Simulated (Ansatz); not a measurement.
# CHB (triplet): inputs that go wrong at distance B1–H3 = 1.857 Å

3 inputs are run for CHB (triplet) as typed; the log has to tell whether the result can be used and what must change.

Method: the settings change from run to run; program: Ansatz 0.2.0, Gaussian basis.

20 further runs of the same task are left out: 2 for a mislabelled method, 10 that didn't finish, 8 set aside as unsound or not needed.

**1. The system**

The geometry derives from a PBE0/def2-TZVP stationary point (not a proven minimum). One bond is set to the value named and the two fragments are kept rigid.

3 atoms, charge 0, spin multiplicity 3.

Atoms are counted from 1 here; the program's logs count them from 0.

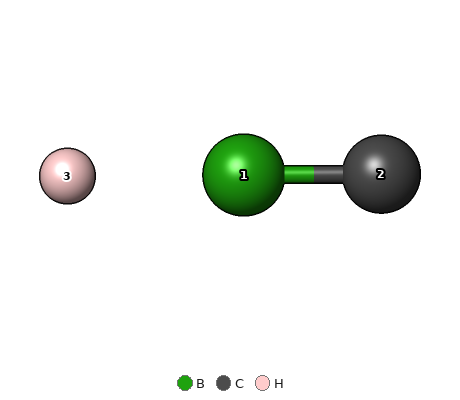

The geometry (boron green, carbon dark grey, hydrogen pink); atoms are numbered from 1 in the order of the file.

**2. Try 1**

Contents of in.yaml:

```yaml
crystal:
  periodic: [false, false, false]
  atoms:
    - {symbol: B, position_ang: [0.000000, 0.000000, -0.136027]}
    - {symbol: C, position_ang: [0.000000, 0.000000, -1.584946]}
    - {symbol: H, position_ang: [0.000000, 0.000000, 1.720973]}
basis:
  gaussian: {orbitals: 6-31G}
magnetization: {spin_polarized: false, initial_magnetization: 2}
correlation: {method: sc_nevpt2, electrons: outside_noble_gas, active_space: {window: {electrons: 4, orbitals: 4}, states: [{multiplicity: 3, irrep: T2g, weights: [1]}]}}
accuracy: high
```

Started as:

```
> ansatz run in.yaml --threads 1 --pin off --events-out ev --progress --plain --max-ram 2393MiB
```

Log:

```text
Functional definition: HF
  name "HF"
  cite "Fock, Z. Phys. 61, 126 (1930) doi:10.1007/BF01340294"
  parent pbe
  exchange = exact_x
  correlation = 0
463 factors; integrals over basis functions are off by at most 2.5e-9 eV
mean field evaluation 1: about -1708.4839 eV, gradient 1.1e1 eV
mean field evaluation 2: about -1708.4870 eV, gradient 1.1e1 eV
mean field evaluation 4: about -1709.3133 eV, gradient 2.3e0 eV
mean field evaluation 8: about -1709.3784 eV, gradient 1.8e-1 eV
mean field evaluation 16: about -1695.3608 eV, gradient 6.4e0 eV
mean field evaluation 32: about -1708.9481 eV, gradient 6.3e-3 eV
mean field evaluation 64: about -1706.0377 eV, gradient 5.6e0 eV
mean field evaluation 96: about -1708.6880 eV, gradient 5.8e0 eV
mean field evaluation 128: about -1703.2307 eV, gradient 2.0e-8 eV
mean field -1709.37859098 eV, -62.8185045599 hartree, gradient 3.8e-8 eV, S^2 2.000000; 11 other end points of the search recorded, 0 dependent functions left out
reference -1709.37859098 eV, -62.8185045599 hartree; 7, 5 occupied and 13, 15 virtual orbitals, 463 factors
Error: the irrep T2g is not accepted for these orbitals, which take A1, B1, B2, A2, or 1 to 4
```

Run time: 0.24 s. Hardware: 1 thread of Arm Neoverse V2, shared host.

**Diagnosis.** The run stopped with an error. The symmetry label isn't in the molecule's group. Cure: name an irrep that the log lists.

**3. Try 2**

Contents of in.yaml:

```yaml
crystal:
  periodic: [false, false, false]
  atoms:
    - {symbol: B, position_ang: [0.050000, 0.000000, -1.584946]}
    - {symbol: C, position_ang: [0.000000, 0.000000, -1.584946]}
    - {symbol: H, position_ang: [0.000000, 0.000000, 1.720973]}
basis:
  gaussian: {orbitals: def2-SVP}
magnetization: {spin_polarized: false, initial_magnetization: 2}
hamiltonian: {pseudopotentials: {relativity: none}}
correlation: {method: bccd_t, electrons: valence}
```

The command is unchanged.

Log (excerpt; [...] marks lines left out):

```text
Functional definition: HF
  name "HF"
  cite "Fock, Z. Phys. 61, 126 (1930) doi:10.1007/BF01340294"
  parent pbe
[...]
341 factors; integrals over basis functions are off by at most 3.7e-4 eV
[...]
a density is far from that of the atoms, so the factors are made again for it
367 factors; integrals over basis functions are off by at most 8.5e-5 eV
[...]
mean field 5171.72854970 eV, 190.0575186778 hartree, gradient 2.6e-6 eV, S^2 2.000000; 4 other end points of the search recorded, 0 dependent functions left out
determinant 5171.72854970 eV, 190.0575186778 hartree, with singles and doubles 5170.44842770 eV, 190.0104750622 hartree
determinant 5174.07305453 eV, 190.1436776413 hartree, with singles and doubles 5172.81207713 eV, 190.0973375764 hartree
determinant 5174.09659836 eV, 190.1445428610 hartree, with singles and doubles 5172.83657332 eV, 190.0982377951 hartree
determinant 5174.44423820 eV, 190.1573183895 hartree, with singles and doubles 5173.17542437 eV, 190.1106903412 hartree
2 core orbitals not correlated: weight in the atoms' cores, before any rotation towards them, 0.545 or more for the frozen orbitals, at most 0.022 for the correlated occupied ones
reference 5171.72854970 eV, 190.0575186778 hartree; 5, 3 occupied and 26, 28 virtual orbitals, 367 factors
second order -1.18559272 eV of doubles, -0.00007832 eV of singles
cycle   1  -1.28757788 eV  change   -9.0e-2 eV  update   6.0e-3
[...]
cycle   7  -1.29029966 eV  change    2.2e-7 eV  update   2.0e-6
perturbative correction -0.00441306 eV, -0.0001621771 hartree
Total energy: 5170.43383697 eV, 190.0099388627 hartree
```

It took 0.81 s on 1 thread of Arm Neoverse V2, shared host.

What is wrong: The run converged, which proves nothing about the input. One atom lies on top of another. The shortest distance is 0.05 Å, against 1.45 Å in the geometry of step 1. Its energy belongs to another geometry. Fix: restore its position.

**4. Try 3**

Contents of in.yaml:

```yaml
crystal:
  periodic: [false, false, false]
  atoms:
    - {symbol: B, position_ang: [0.000000, 0.000000, -0.257050]}
    - {symbol: C, position_ang: [0.000000, 0.000000, -2.995072]}
    - {symbol: H, position_ang: [0.000000, 0.000000, 3.252123]}
basis:
  gaussian: {orbitals: 6-31G}
magnetization: {spin_polarized: false, initial_magnetization: 2}
correlation: {method: ccsdt_q_b, electrons: valence, diis_vectors: 2}
scf: {omitted_lower_state_checks: [cluster_reference]}
```

The command is unchanged.

Log (excerpt; [...] marks lines left out):

```text
Functional definition: HF
  name "HF"
  cite "Fock, Z. Phys. 61, 126 (1930) doi:10.1007/BF01340294"
  parent pbe
[...]
442 factors; integrals over basis functions are off by at most 1.1e-7 eV
[...]
mean field -1704.32838261 eV, -62.6329128256 hartree, gradient 1.3e-6 eV, S^2 2.000000; 17 other end points of the search recorded, 0 dependent functions left out
2 core orbitals not correlated: weight in the atoms' cores, before any rotation towards them, 1.000 or more for the frozen orbitals, at most 0.000 for the correlated occupied ones
reference -1704.32838261 eV, -62.6329128256 hartree; 5, 3 occupied and 13, 15 virtual orbitals, 442 factors
second order -2.57979399 eV of doubles, -0.01534871 eV of singles
cycle   1  -3.24006931 eV  change   -7.9e-1 eV  update   1.2e-1
[...]
cycle   8  -4.30078934 eV  change    2.6e-7 eV  update   4.6e-7
perturbative correction -0.01106074 eV, -0.0004064746 hartree
WARN: these amplitudes may be one of several solutions (largest doubles amplitude 0.28, level shift 0.96 eV)
WARN: in the space of 9 natural orbitals, full CI finds another state of this spin 0.100 eV below this run's state, or below the method's energy where it doesn't find this run's state
Total energy: -1708.64023268 eV, -62.7913703932 hartree
Checks for a lower state left out: cluster_reference
```

It took 5.5 s on 1 thread of Arm Neoverse V2, shared host.

What is wrong: The run converged, which proves nothing about the input. The coordinates are scaled by the bohr-ångström factor. The shortest distance is 2.74 Å, against 1.45 Å in the geometry of step 1. Its energy belongs to another geometry. Fix: restore the coordinates in ångström.

**5. How the runs ended**

```csv
try,level,ended,cause,time
1,"NEVPT2(4,4)/6-31G",stopped by an error,the symmetry label isn't in the molecule's group,0.24 s
2,BCCD(T) on ROHF/def2-SVP,converged,one atom lies on top of another,0.81 s
3,CCSDT(Q)/B on ROHF/6-31G,converged,the coordinates are scaled by the bohr-ångström factor,5.5 s
```

1 stopped by an error, 2 converged. The input that converges on a wrong geometry or spin is the dangerous one: no error points at it, so geometry and ⟨S²⟩ have to be checked.
